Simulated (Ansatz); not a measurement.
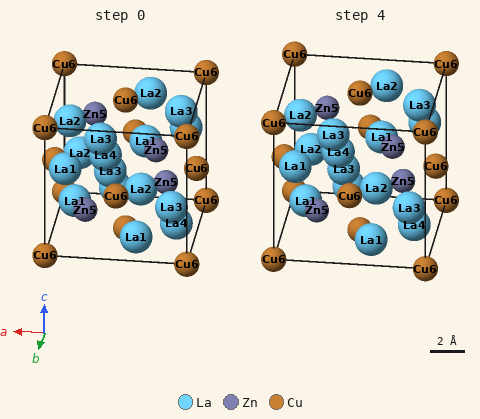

The structure of crystalline La4ZnCu (a generated structure, set up in F-43m) (coarse preliminary run) before (left) and after (right) a relaxation, at one scale.

Style: spheres-only. Shown: the conventional cell (4 times the calculation's cell), from a free direction. Lengths and directions refer to the drawn axes.

Level of theory: Ansatz 0.2.0, DFT PBE, scalar-relativistic, plane waves, PAW. Set-up: plane-wave cutoff 420 eV; k-point mesh 4 × 4 × 4; occupations gaussian; smearing width 0.1 eV; no spin polarisation; cell and atoms relaxed; force threshold 0.04 eV/Å; at most 70 steps.

Question: Summarise the run.

Answer: The atoms keep their places relative to the cell (all moves are under 0.005 Å). Cell: a = b = c 8.465 → 9.054 Å (+7.0 %). Volume +22.4 %. Among the contacts that change: La1–Cu6 3.509 → 3.754 Å, La1–Zn5 3.509 → 3.754 Å, La1–La2 2.995 → 3.200 Å. The space group stays F-43m (No. 216). The energy falls by 146 meV per atom in 3 accepted moves (4 points after the start). Largest force component: 0.029 eV/Å at the start, 0.00013 eV/Å at the end. The pressure goes from 9.69 to 0.15 GPa. The SCF was repeated once at an unchanged geometry on a basis and grid sized afresh for the cell, which shifted the energy by 1.4 meV per atom at most. The run took 30 s on 1 thread of AMD EPYC 7B13 (Zen 3), with other jobs on the host, peak memory 0.52 GiB.
